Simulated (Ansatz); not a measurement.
# SiHF3 (SMILES F[SiH](F)F): HSE06/def2-SVPD

What is the vertical ionisation energy of SiHF3 at HSE06/def2-SVPD? 

The calculation is run with Ansatz 0.2.0.

55 further runs of the same task are left out: 55 set aside as unsound or not needed.

## 1. The structure to begin with

SiHF3 has 5 atoms, charge 0, and is taken as a singlet. SMILES: `F[SiH](F)F`. The coordinates come from a PBE0-D4/def2-TZVP relaxation.

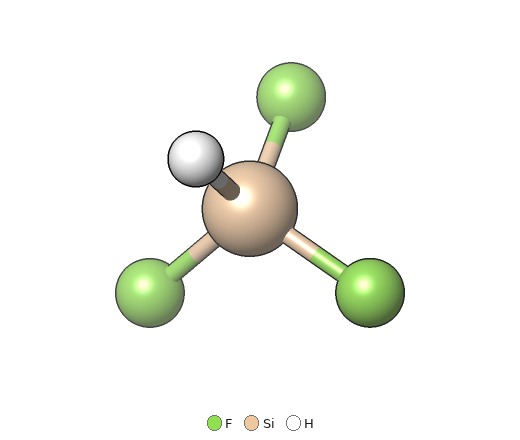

Viewed from a chosen angle; fluorine green, silicon light orange, hydrogen white.

## 2. The energy at HSE06/def2-SVPD

run.yaml reads:

```yaml
basis:
  gaussian:
    orbitals: def2-SVPD
crystal:
  periodic: [false, false, false]
  atoms:
    - {symbol: F, position_ang: [-0.447100, -0.082200, 1.491300]}
    - {symbol: Si, position_ang: [0.040700, 0.001700, -0.001800]}
    - {symbol: F, position_ang: [-0.597100, 1.281400, -0.657200]}
    - {symbol: F, position_ang: [-0.495900, -1.263300, -0.767200]}
    - {symbol: H, position_ang: [1.499400, 0.062400, -0.065100]}
hamiltonian:
  xc: {name: HSE06}
accuracy: high
output:
  orbitals: {seedname: orbitals}
```

Launch:

```
$ ansatz run run.yaml --threads 1 --pin off --max-ram 3480MiB --events-out events.jsonl --progress --plain --runs-dir runs
```

Output:

```text
Warning: RAYON_NUM_THREADS=1 ignored (pool sized by the plan → 1); use --threads N
Functional definition: HSE06
  name "HSE06"
  parameter a = 0.25
  parameter omega = 0.11/bohr
  exchange = pbe_x - a*pbe_x_sr(omega) + a*exact_x_sr(omega)
  correlation = pbe_c
1966 factors; integrals over basis functions are off by at most 3.3e-9 eV
117 factors; integrals over basis functions are off by at most 1.3e-9 eV
mean field evaluation 1: about -16025.9293 eV, gradient 4.9e1 eV
mean field evaluation 2: about -16020.9986 eV, gradient 7.6e1 eV
mean field evaluation 4: about -16029.4244 eV, gradient 2.5e-1 eV
mean field evaluation 8: about -16029.5398 eV, gradient 4.8e-2 eV
mean field evaluation 16: about -16029.5398 eV, gradient 5.4e-7 eV
mean field -16029.53984765 eV, -589.0747241889 hartree, gradient 1.3e-8 eV, S^2 0.000000; 0 other end points of the search recorded, 0 dependent functions left out
reference -16029.53985147 eV, -589.0747243293 hartree; 21, 21 occupied and 80, 80 virtual orbitals, 1966 factors
Total energy: -16029.53985147 eV, -589.0747243293 hartree
```

Run time: 6.3 s. Hardware: 1 thread of Arm Neoverse V2, shared host; peak memory 0.33 GiB.

## 3. The doublet cation at the same level

molecule.yaml reads:

```yaml
crystal:
  periodic: [false, false, false]
  atoms:
    - {symbol: F, position_ang: [-0.447100, -0.082200, 1.491300]}
    - {symbol: Si, position_ang: [0.040700, 0.001700, -0.001800]}
    - {symbol: F, position_ang: [-0.597100, 1.281400, -0.657200]}
    - {symbol: F, position_ang: [-0.495900, -1.263300, -0.767200]}
    - {symbol: H, position_ang: [1.499400, 0.062400, -0.065100]}
basis:
  gaussian: {orbitals: def2-SVPD}
total_charge: 1
magnetization: {spin_polarized: true, initial_magnetization: 1}
hamiltonian: {xc: hse06}
accuracy: high
output: {orbitals: {seedname: orbitals}}
```

Launch:

```
$ ansatz run molecule.yaml --threads 1 --pin off --max-ram 3480MiB --events-out events.jsonl --progress --plain --runs-dir runs
```

Output:

```text
Warning: RAYON_NUM_THREADS=1 ignored (pool sized by the plan → 1); use --threads N
[... 6 set-up lines as earlier in the session ...]
1965 factors; integrals over basis functions are off by at most 3.3e-9 eV
117 factors; integrals over basis functions are off by at most 1.3e-9 eV
mean field evaluation 1: about -16001.0948 eV, gradient 6.5e1 eV
mean field evaluation 2: about -15949.4315 eV, gradient 1.4e2 eV
mean field evaluation 4: about -16015.1313 eV, gradient 5.4e0 eV
mean field evaluation 8: about -16015.3900 eV, gradient 5.4e-1 eV
mean field evaluation 16: about -16015.3910 eV, gradient 3.4e-4 eV
mean field evaluation 32: about -16014.2222 eV, gradient 1.0e1 eV
mean field -16015.39098633 eV, -588.5547631258 hartree, gradient 9.4e-8 eV, S^2 0.757666; 4 other end points of the search recorded, 0 dependent functions left out
reference -16015.39099076 eV, -588.5547632884 hartree; 21, 20 occupied and 80, 81 virtual orbitals, 1965 factors
Total energy: -16015.39099076 eV, -588.5547632884 hartree
```

Run time: 12 s. Hardware: 1 thread of Arm Neoverse V2, shared host; peak memory 0.45 GiB.

## 4. What came out

At HSE06/def2-SVPD:

| quantity | value |
| --- | --- |
| singlet SiHF3: total energy | -589.07472 Eh |
| singlet SiHF3: HOMO energy | -10.92 eV |
| singlet SiHF3: LUMO energy | 0.24 eV |
| singlet SiHF3: HOMO–LUMO gap | 11.16 eV |
| doublet cation: total energy | -588.55476 Eh |
| doublet cation: HOMO energy (highest over α and β) | -19.30 eV |
| doublet cation: LUMO energy (lowest over α and β) | -17.25 eV |
| doublet cation: ⟨S²⟩ | 0.758 |
| vertical ionisation energy (to the doublet cation) | 14.149 eV |

What this shows: The vertical ionisation energy comes to 14.15 eV (1365 kJ/mol). −ε(HOMO) before ionisation, 10.92 eV, is 3.23 eV below this ionisation energy.
